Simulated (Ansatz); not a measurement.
**SiHCl2O2 (SMILES [O][Si](O)(Cl)Cl) at 6 levels**

We compute a comparison of 6 runs (UHF/3-21G, UHF/cc-pVDZ, UBLYP/cc-pVDZ, UCAM-B3LYP/cc-pVDZ, UPBE0/cc-pVDZ, UMP2/cc-pVDZ) of SiHCl2O2. 

The calculation is run with Ansatz 0.2.0.

58 further runs of the same task are left out: 7 that didn't finish, 51 set aside as unsound or not needed. Runs told in other sessions of the task aren't counted.

## Step 1: Starting point

SiHCl2O2 has 6 atoms, charge 0, and is taken as a doublet. SMILES: `[O][Si](O)(Cl)Cl`. The Si2–Cl4 distance was set to 4.433 Å, away from the relaxed value. At this shape a bond of the SMILES string is far longer than usual.

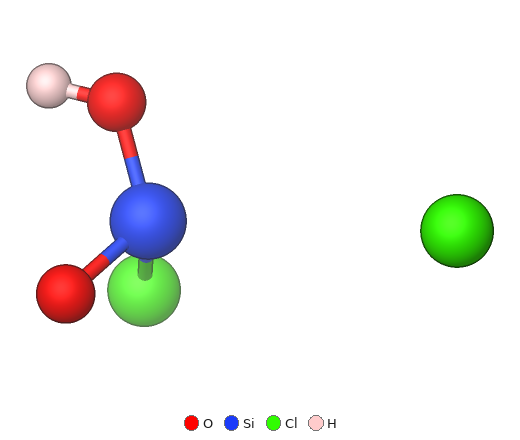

Viewed from a chosen angle; oxygen red, silicon blue, chlorine green, hydrogen pink.

## Step 2: A single-point energy at UHF/3-21G (run 1)

in.yaml

```yaml
crystal:
  periodic: [false, false, false]
  atoms:
    - {symbol: O, position_ang: [-0.089089, 1.177390, 3.098379]}
    - {symbol: Si, position_ang: [0.866111, 1.037690, 1.763079]}
    - {symbol: O, position_ang: [2.188911, 0.140690, 2.001679]}
    - {symbol: Cl, position_ang: [-1.218400, -0.789200, -1.696000]}
    - {symbol: Cl, position_ang: [1.248411, 3.008490, 1.452579]}
    - {symbol: H, position_ang: [2.731111, 0.343290, 2.767979]}
basis:
  gaussian:
    orbitals: 3-21G.json
hamiltonian:
  xc: hf
accuracy: high
magnetization:
  spin_polarized: true
  initial_magnetization: 1
output: {orbitals: {seedname: orbitals}}
```

The basis set 3-21G is read from a file made from the Basis Set Exchange's data (not shown).

Run with:

```
ansatz run in.yaml --threads 1 --pin off --max-ram 3480MiB --events-out events.jsonl --progress --plain --runs-dir runs
```

Log, cut to the lines that bear on the results:

```text
Warning: RAYON_NUM_THREADS=1 ignored (pool sized by the plan → 1); use --threads N
Functional definition: HF
  name "HF"
[...]
1219 factors; integrals over basis functions are off by at most 4.3e-9 eV
[...]
mean field -36775.94581933 eV, -1351.4910812290 hartree, gradient 3.2e-8 eV, S^2 1.607580; 9 other end points of the search recorded, 0 dependent functions left out
reference -36775.94581933 eV, -1351.4910812290 hartree; 33, 32 occupied and 26, 27 virtual orbitals, 1219 factors
Total energy: -36775.94581933 eV, -1351.4910812290 hartree
```

It took 22 s on 1 thread of Arm Neoverse V2, shared host; peak memory 0.22 GiB.

## Step 3: The energy at UHF/cc-pVDZ (run 2)

input.yaml

```yaml
crystal:
  periodic: [false, false, false]
  atoms:
    - symbol: O
      position_ang: [-0.089089, 1.177390, 3.098379]
    - symbol: Si
      position_ang: [0.866111, 1.037690, 1.763079]
    - symbol: O
      position_ang: [2.188911, 0.140690, 2.001679]
    - symbol: Cl
      position_ang: [-1.218400, -0.789200, -1.696000]
    - symbol: Cl
      position_ang: [1.248411, 3.008490, 1.452579]
    - symbol: H
      position_ang: [2.731111, 0.343290, 2.767979]
basis:
  gaussian:
    orbitals: cc-pVDZ
magnetization:
  spin_polarized: true
  initial_magnetization: 1
hamiltonian:
  xc: hf
accuracy: high
output: {orbitals: {seedname: orbitals}}
```

Run with:

```
ansatz run input.yaml --threads 1 --pin off --max-ram 3480MiB --events-out events.jsonl --progress --plain --runs-dir runs
```

Log, cut to the lines that bear on the results:

```text
Warning: RAYON_NUM_THREADS=1 ignored (pool sized by the plan → 1); use --threads N
Functional definition: HF
  name "HF"
[...]
1838 factors; integrals over basis functions are off by at most 3.4e-9 eV
[...]
mean field -36960.21642801 eV, -1358.2629011947 hartree, gradient 3.6e-8 eV, S^2 1.641680; 7 other end points of the search recorded, 0 dependent functions left out
reference -36960.21642801 eV, -1358.2629011947 hartree; 33, 32 occupied and 54, 55 virtual orbitals, 1838 factors
Total energy: -36960.21642801 eV, -1358.2629011947 hartree
```

Run time: 65 s. Hardware: 1 thread of Arm Neoverse V2, shared host; peak memory 0.56 GiB.

## Step 4: A single-point energy at UBLYP/cc-pVDZ (run 3)

job.yaml

```yaml
crystal:
  periodic: [false, false, false]
  atoms:
    - {symbol: O, position_ang: [-0.089089, 1.177390, 3.098379]}
    - {symbol: Si, position_ang: [0.866111, 1.037690, 1.763079]}
    - {symbol: O, position_ang: [2.188911, 0.140690, 2.001679]}
    - {symbol: Cl, position_ang: [-1.218400, -0.789200, -1.696000]}
    - {symbol: Cl, position_ang: [1.248411, 3.008490, 1.452579]}
    - {symbol: H, position_ang: [2.731111, 0.343290, 2.767979]}
basis:
  gaussian:
    orbitals: cc-pVDZ
magnetization:
  spin_polarized: true
  initial_magnetization: 1
hamiltonian:
  xc: {name: BLYP}
accuracy: high
output:
  orbitals: {seedname: orbitals}
```

Run with:

```
ansatz run job.yaml --threads 1 --pin off --max-ram 3480MiB --events-out events.jsonl --progress --plain --runs-dir runs
```

Log, cut to the lines that bear on the results:

```text
Warning: RAYON_NUM_THREADS=1 ignored (pool sized by the plan → 1); use --threads N
Functional definition: BLYP
  name "BLYP"
[...]
1838 factors; integrals over basis functions are off by at most 3.4e-9 eV
[...]
mean field -37031.83885424 eV, -1360.8949768113 hartree, gradient 1.9e-8 eV, S^2 0.763297; 10 other end points of the search recorded, 0 dependent functions left out
reference -37031.83891542 eV, -1360.8949790597 hartree; 33, 32 occupied and 54, 55 virtual orbitals, 1838 factors
Total energy: -37031.83891542 eV, -1360.8949790597 hartree
```

It took 68 s on 1 thread of Arm Neoverse V2, shared host; peak memory 0.29 GiB.

Runs 4 to 5 aren't shown in full; the table further down has their settings and results.

## Step 5: The energy at UMP2/cc-pVDZ (run 6)

molecule.yaml

```yaml
crystal:
  periodic: [false, false, false]
  atoms:
    - {symbol: O, position_ang: [-0.089089, 1.177390, 3.098379]}
    - {symbol: Si, position_ang: [0.866111, 1.037690, 1.763079]}
    - {symbol: O, position_ang: [2.188911, 0.140690, 2.001679]}
    - {symbol: Cl, position_ang: [-1.218400, -0.789200, -1.696000]}
    - {symbol: Cl, position_ang: [1.248411, 3.008490, 1.452579]}
    - {symbol: H, position_ang: [2.731111, 0.343290, 2.767979]}
basis:
  gaussian:
    orbitals: cc-pVDZ
magnetization:
  spin_polarized: true
  initial_magnetization: 1
correlation:
  method: mp2
  frozen_orbitals: {Cl: 5, H: 0, O: 1, Si: 5}
accuracy: high
```

Run with:

```
ansatz run molecule.yaml --threads 1 --pin off --max-ram 3480MiB --events-out events.jsonl --progress --plain --runs-dir runs
```

Log, cut to the lines that bear on the results:

```text
Warning: RAYON_NUM_THREADS=1 ignored (pool sized by the plan → 1); use --threads N
Functional definition: HF
  name "HF"
[...]
1838 factors; integrals over basis functions are off by at most 3.4e-9 eV
[...]
mean field -36960.21642801 eV, -1358.2629011947 hartree, gradient 3.6e-8 eV, S^2 1.641680; 16 other end points of the search recorded, 0 dependent functions left out
17 core orbitals not correlated: weight in the atoms' cores, before any rotation towards them, 1.000 or more for the frozen orbitals, at most 0.000 for the correlated occupied ones
reference -36960.21642801 eV, -1358.2629011947 hartree; 16, 15 occupied and 54, 55 virtual orbitals, 1838 factors
second order -17.52539043 eV of doubles, -0.00000000 eV of singles
Total energy: -36977.74181844 eV, -1358.9069474140 hartree
```

Wall time 78 s (1 thread of Arm Neoverse V2, shared host); peak memory 0.52 GiB.

## Step 6: Overview of the runs

| run | level | frozen core orbitals | energy (Eh) | HOMO energy (eV) | LUMO energy (eV) | ⟨S²⟩ | wall time |
| --- | --- | --- | --- | --- | --- | --- | --- |
| 1 | UHF/3-21G | – | -1351.491081 | -10.84 | -1.43 | 1.608 | 22 s |
| 2 | UHF/cc-pVDZ | – | -1358.262901 | -10.57 | -1.07 | 1.642 | 65 s |
| 3 | UBLYP/cc-pVDZ | – | -1360.894979 | -6.68 | -6.66 | 0.763 | 68 s |
| 4 | UCAM-B3LYP/cc-pVDZ | – | -1360.889449 | -9.01 | -5.23 | 1.086 | 2.1 min |
| 5 | UPBE0/cc-pVDZ | – | -1360.325563 | -7.77 | -6.46 | 1.097 | 1.8 min |
| 6 | UMP2/cc-pVDZ | 17 | -1358.906947 | – | – | 1.642 | 78 s |

## Step 7: Summary of results

| quantity | value |
| --- | --- |
| run 6: total energy | -1358.90695 Eh |
| run 6: correlation energy (17 core orbitals frozen) | -644.0 mEh |
| run 6: ⟨S²⟩ of the reference determinant | 1.642 |

**Reading.** Totals of different functionals can't be ranked against each other. Spin contamination of the reference: run 2 ⟨S²⟩ = 1.64, run 6 ⟨S²⟩ = 1.64, run 1 ⟨S²⟩ = 1.61, run 5 ⟨S²⟩ = 1.10, run 4 ⟨S²⟩ = 1.09. Where it is this large, the reference is a mixture of spin states, and values that rest on it are in doubt. All runs together took 7.8 min, the longest 2.1 min.
